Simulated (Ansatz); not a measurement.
# CCSD/def2-TZVPPD run of HNO (nitroxyl)

Aim: the vertical electron affinity of HNO (nitroxyl) at CCSD/def2-TZVPPD, from 2 runs. 

Program for the calculation: Ansatz 0.2.0.

60 further runs of the same task are left out: 60 set aside as unsound or not needed.

## Step 1: The structure to begin with

HNO has 3 atoms, charge 0, and is taken as a singlet. As SMILES, `N=O`. Geometry: relaxed at PBE0-D4/def2-TZVP.

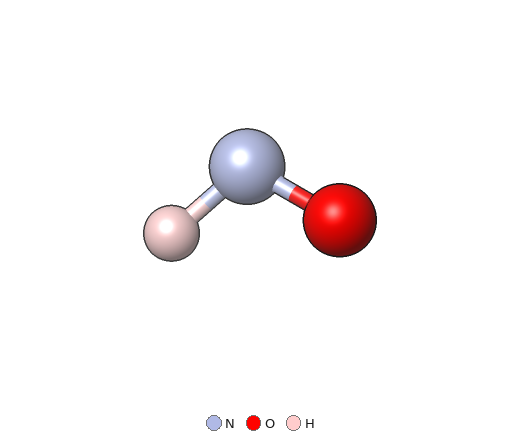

The structure, seen from a chosen angle (nitrogen light blue, oxygen red, hydrogen pink).

## Step 2: A single-point energy at CCSD/def2-TZVPPD

Contents of in.yaml:

```yaml
crystal:
  periodic: [false, false, false]
  atoms:
    - {symbol: "N", position_ang: [-0.283700, 0.312790, -0.117160]}
    - {symbol: O, position_ang: [0.755300, 0.397200, 0.456500]}
    - {symbol: H, position_ang: [-0.471600, -0.709980, -0.339350]}
basis:
  gaussian: {orbitals: def2-TZVPPD.json}
scf: {omitted_lower_state_checks: [cluster_reference, increment]}
accuracy: high
correlation: {method: ccsd, frozen_orbitals: {H: 0, "N": 1, O: 1}}
```

The basis set def2-TZVPPD is read from a file made from the Basis Set Exchange's data (not shown).

Started as:

```console
ansatz run in.yaml --threads 1 --pin off --max-ram 3480MiB --events-out events.jsonl --progress --plain --runs-dir runs
```

What it wrote, cut to the lines that bear on the results:

```text
Warning: RAYON_NUM_THREADS=1 ignored (pool sized by the plan → 1); use --threads N
Functional definition: HF
  name "HF"
[...]
1451 factors; integrals over basis functions are off by at most 3.5e-9 eV
[...]
mean field -3533.27867607 eV, -129.8455964031 hartree, gradient 2.7e-8 eV, S^2 0.000000; 0 other end points of the search recorded, 0 dependent functions left out; unrestricted orbitals would lower it
2 core orbitals not correlated: weight in the atoms' cores, before any rotation towards them, 1.000 or more for the frozen orbitals, at most 0.000 for the correlated occupied ones
reference -3533.27867607 eV, -129.8455964031 hartree; 6, 6 occupied and 86, 86 virtual orbitals, 1451 factors
second order -11.80730521 eV of doubles, -0.00000000 eV of singles
cycle   1  -11.52751940 eV  change    2.8e-1 eV  update   8.5e-2
[...]
cycle  24  -11.98981099 eV  change  -3.9e-10 eV  update  7.6e-10
Total energy: -3545.26848706 eV, -130.2862138301 hartree
Checks for a lower state left out: cluster_reference, increment
```

Wall time 5.7 s (1 thread of Arm Neoverse V2, shared host); peak memory 0.49 GiB.

## Step 3: The doublet anion at the same level

Contents of molecule.yaml:

```yaml
basis:
  gaussian:
    orbitals: def2-TZVPPD.json
crystal:
  periodic: [false, false, false]
  atoms:
    - {symbol: "N", position_ang: [-0.283700, 0.312790, -0.117160]}
    - {symbol: O, position_ang: [0.755300, 0.397200, 0.456500]}
    - {symbol: H, position_ang: [-0.471600, -0.709980, -0.339350]}
total_charge: -1
magnetization:
  spin_polarized: true
  initial_magnetization: 1
correlation:
  method: ccsd
  frozen_orbitals: {H: 0, "N": 1, O: 1}
accuracy: high
scf:
  omitted_lower_state_checks: [cluster_reference, increment]
```

The basis set def2-TZVPPD is read from a file made from the Basis Set Exchange's data (not shown).

Started as:

```console
ansatz run molecule.yaml --threads 1 --pin off --max-ram 3480MiB --events-out events.jsonl --progress --plain --runs-dir runs
```

What it wrote, cut to the lines that bear on the results:

```text
Warning: RAYON_NUM_THREADS=1 ignored (pool sized by the plan → 1); use --threads N
[... 2 set-up lines as earlier in the session ...]
[...]
1451 factors; integrals over basis functions are off by at most 3.5e-9 eV
[...]
mean field -3532.70136173 eV, -129.8243804924 hartree, gradient 2.9e-8 eV, S^2 0.775580; 10 other end points of the search recorded, 0 dependent functions left out
2 core orbitals not correlated: weight in the atoms' cores, before any rotation towards them, 1.000 or more for the frozen orbitals, at most 0.000 for the correlated occupied ones
reference -3532.70136173 eV, -129.8243804924 hartree; 7, 6 occupied and 85, 86 virtual orbitals, 1451 factors
second order -11.95394909 eV of doubles, -0.00000000 eV of singles
cycle   1  -11.78682919 eV  change    1.7e-1 eV  update   8.6e-2
[...]
cycle  29  -12.17529725 eV  change   3.6e-10 eV  update   1.1e-9
Total energy: -3544.87665898 eV, -130.2718144137 hartree
Checks for a lower state left out: cluster_reference, increment
```

Wall time 25 s (1 thread of Arm Neoverse V2, shared host); peak memory 0.84 GiB.

## Step 4: What came out

At CCSD/def2-TZVPPD, 2 core orbitals frozen:

```
                                                  quantity          value
                                 singlet HNO: total energy  -130.28621 Eh
  singlet HNO: correlation energy (2 core orbitals frozen)     -440.6 mEh
                                singlet HNO: T1 diagnostic          0.016
                               doublet anion: total energy  -130.27181 Eh
doublet anion: correlation energy (2 core orbitals frozen)     -447.4 mEh
          doublet anion: ⟨S²⟩ of the reference determinant          0.776
                              doublet anion: T1 diagnostic          0.020
         vertical electron affinity (to the doublet anion)      -0.392 eV
```

In words: The anion lies 0.39 eV (37.8 kJ/mol) above the neutral: the electron isn't bound at this level, and such a value depends on the basis. The restricted solution (singlet HNO) is unstable to spin breaking: an unrestricted one lies lower.
